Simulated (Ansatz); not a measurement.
AlBFH3O2 (SMILES B[O][Al]([OH])[F])

The calculation's input:

```
crystal:
  periodic: [false, false, false]
  atoms:
    - { symbol: B, position_ang: [-0.1913, 1.5326, 0.1147] }
    - { symbol: O, position_ang: [1.019, 0.8523, 0.2373] }
    - { symbol: Al, position_ang: [0.6164, -0.8595, -0.3134] }
    - { symbol: O, position_ang: [0.1389, -2.0867, 0.9196] }
    - { symbol: F, position_ang: [0.8361, -1.3303, -2.0478] }
    - { symbol: H, position_ang: [-0.9808, 1.6684, 1.0196] }
    - { symbol: H, position_ang: [-0.4637, 2.152, -0.8966] }
    - { symbol: H, position_ang: [1.05658, -2.45382, 1.19598] }
basis:
  gaussian: { orbitals: def2-SVP }
hamiltonian:
  xc: pbe
  dispersion: d4
relax:
  f_tol: 0.015
  max_steps: 40
output:
  orbitals: {}
```

Launched as:

```sh
ansatz run input.yaml --threads 1 --pin off --max-ram 2048MiB --backend cpu --events-out ev --progress --plain --runs-dir out
```

The fields are those of the relaxed geometry.

Computed with RKS PBE-D4/def2-SVP (Ansatz 0.2.0).

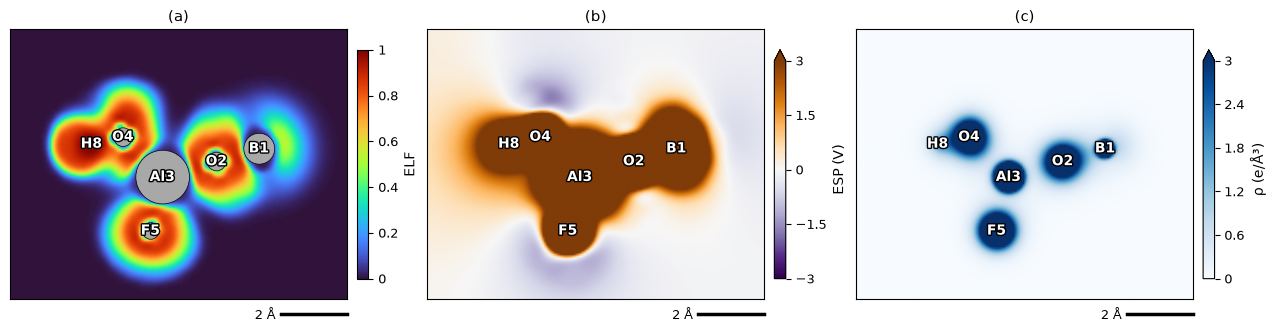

Figure 1. (a) ELF; (b) molecular electrostatic potential; (c) electron density on the plane of atoms O2, Al3 and O4. Grey discs cover the atomic cores in the ELF map.

Question: What do the fields say about this system?

Answer: The section cuts through B, O, Al, F and H sites.
B–O (1.35 Å): ρ at the midpoint is about 2.1 e/Å³; the ELF peaks at about 0.90 between the atoms (a polar covalent bond).
Al–F (1.67 Å): ρ at the midpoint is about 0.78 e/Å³; the ELF peaks at about 0.85 in the valence shell of F, 0.6 Å from its nucleus, and is about 0.25 at the midpoint.
Al–O (1.70 Å): ρ at the midpoint is about 0.8 e/Å³; the ELF peaks at about 0.90 in the valence shell of O, 0.6 Å from its nucleus, and is about 0.35 at the midpoint.
O–H (0.97 Å): ρ is about 3.6 e/Å³ halfway; the ELF climbs to about 1 towards the hydrogen, as it does in any bond to H; an ordinary covalent bond to hydrogen.
The ELF also peaks beside F5, O2 and O4, away from the bonds: lone-pair regions.
Outside the dense part of the molecule the potential is most negative (−1.7 V) near O4.

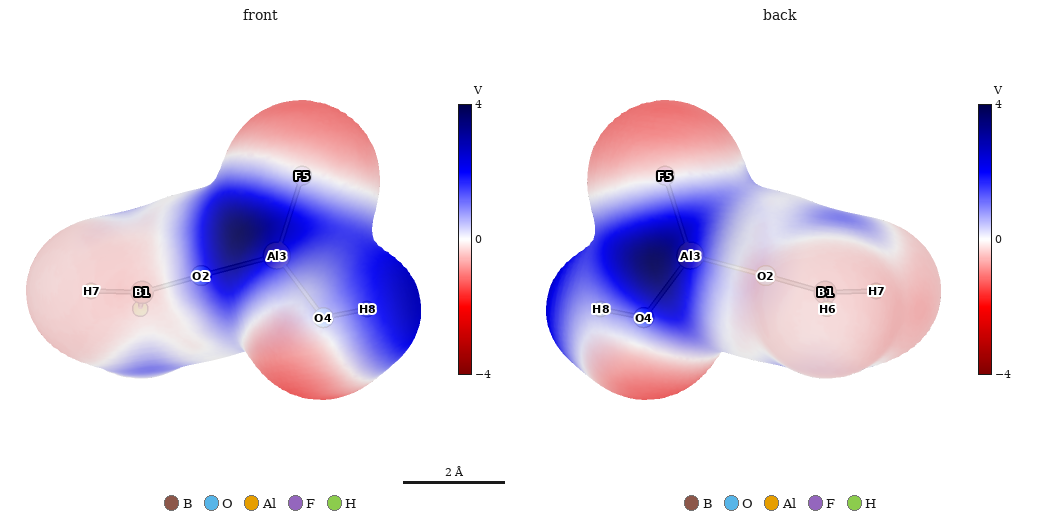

Figure 2. The molecular electrostatic potential painted on the density surface at 0.002 e/bohr³, seen from the front and from behind; the colour scale runs from red (negative) to blue (positive).

Question: Describe the electrostatic potential map.

Answer: The most negative region (about −1.2 V, or −28 kcal/mol for a unit charge) lies over O4, the most positive (about +3.8 V, or +88 kcal/mol for a unit charge) over Al3. O4 is the likeliest acceptor of a hydrogen bond.

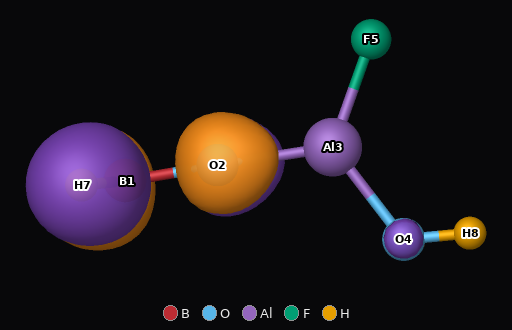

Figure 3. The HOMO at ±0.15 Å⁻³ᐟ² (orange and purple are the two phases), seen across its widest extent.

Question: Where does this orbital lie, and at what energy?

Answer: By Hirshfeld shares it lies mainly on O2 (about 35 %), B1 (about 25 %), H7 (about 20 %) and H6 (about 20 %). Its energy is −6.49 eV.
